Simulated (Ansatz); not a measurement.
# H2O3 (trioxidane): BHLYP/cc-pVTZ

Aim: the electronic atomisation energy of H2O3 (trioxidane) at BHLYP/cc-pVTZ, from 3 runs. 

The calculation is run with Ansatz 0.2.0.

27 further runs of the same task are left out: 27 set aside as unsound or not needed.

**1. The system as given**

H2O3: 5 atoms, total charge 0, spin state singlet. SMILES: `OOO`. Geometry: relaxed at PBE0-D4/def2-TZVP. This is a higher conformer, about 11 kJ/mol above the lowest found by a separate search.

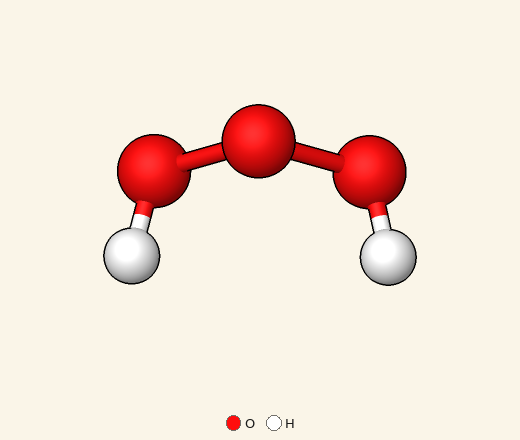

The structure, seen from a chosen angle (oxygen red, hydrogen white).

**2. A single-point energy at BHLYP/cc-pVTZ**

Contents of input.yaml:

```yaml
crystal:
  periodic: [false, false, false]
  atoms:
    - {symbol: O, position_ang: [-0.968320, -0.699970, -0.146130]}
    - {symbol: O, position_ang: [-0.133650, -0.043580, 0.770240]}
    - {symbol: O, position_ang: [1.173090, -0.066850, 0.261080]}
    - {symbol: H, position_ang: [-1.310410, 0.028200, -0.685190]}
    - {symbol: H, position_ang: [1.239280, 0.782200, -0.199990]}
basis:
  gaussian: {orbitals: cc-pVTZ}
hamiltonian: {xc: {name: BHLYP}}
output: {orbitals: {seedname: orbitals}}
accuracy: high
```

Launch:

```sh
$ ansatz run input.yaml --threads 1 --pin off --max-ram 3480MiB --events-out events.jsonl --progress --plain --runs-dir runs
```

Standard output:

```text
Warning: RAYON_NUM_THREADS=1 ignored (pool sized by the plan → 1); use --threads N
Functional definition: BHLYP
  name "BHLYP"
  parameter a = 0.5
  exchange = (1 - a)*b88_x + a*exact_x
  correlation = lyp_c
2102 factors; integrals over basis functions are off by at most 3.0e-9 eV
mean field evaluation 1: about -6165.2780 eV, gradient 3.9e1 eV
mean field evaluation 2: about -6164.7650 eV, gradient 4.4e1 eV
mean field evaluation 4: about -6167.5281 eV, gradient 1.9e0 eV
mean field evaluation 8: about -6167.5408 eV, gradient 9.4e-2 eV
mean field evaluation 16: about -6167.5408 eV, gradient 5.8e-5 eV
mean field -6167.54079089 eV, -226.6529435561 hartree, gradient 8.1e-8 eV, S^2 0.000000; 0 other end points of the search recorded, 0 dependent functions left out
reference -6167.54081009 eV, -226.6529442614 hartree; 13, 13 occupied and 105, 105 virtual orbitals, 2102 factors
Total energy: -6167.54081009 eV, -226.6529442614 hartree
```

Run time: 6.3 s. Hardware: 1 thread of Arm Neoverse V1, shared host; peak memory 0.33 GiB.

**3. The H atom at the same level**

Contents of input.yaml:

```yaml
crystal:
  periodic: [false, false, false]
  atoms:
    - {symbol: H, position_ang: [0.000000, 0.000000, 0.000000]}
basis:
  gaussian: {orbitals: cc-pVTZ}
total_charge: 0
magnetization: {spin_polarized: true, initial_magnetization: 1}
hamiltonian: {xc: {name: BHLYP}}
accuracy: high
```

Run the same way, it converges to -0.49855 Eh (log not shown).

**4. The O atom at the same level**

Contents of job.yaml:

```yaml
crystal:
  periodic: [false, false, false]
  atoms:
    - {symbol: O, position_ang: [0.000000, 0.000000, 0.000000]}
basis:
  gaussian:
    orbitals: cc-pVTZ
magnetization:
  spin_polarized: true
  initial_magnetization: 2
hamiltonian:
  xc: {name: BHLYP}
accuracy: high
```

Run the same way, it converges to -75.07293 Eh (log not shown).

**5. Results**

Level: BHLYP/cc-pVTZ.

```
                     quantity          value
       molecule: total energy  -226.65294 Eh
        molecule: HOMO energy      -10.43 eV
        molecule: LUMO energy        1.20 eV
      molecule: HOMO–LUMO gap       11.63 eV
         H atom: total energy    -0.49855 Eh
                 H atom: ⟨S²⟩          0.750
         O atom: total energy   -75.07293 Eh
                 O atom: ⟨S²⟩          2.004
electronic atomisation energy      11.893 eV
```

Taking the molecule apart into free atoms costs 11.89 eV (274 kcal/mol), before zero-point energy and without spin-orbit coupling.
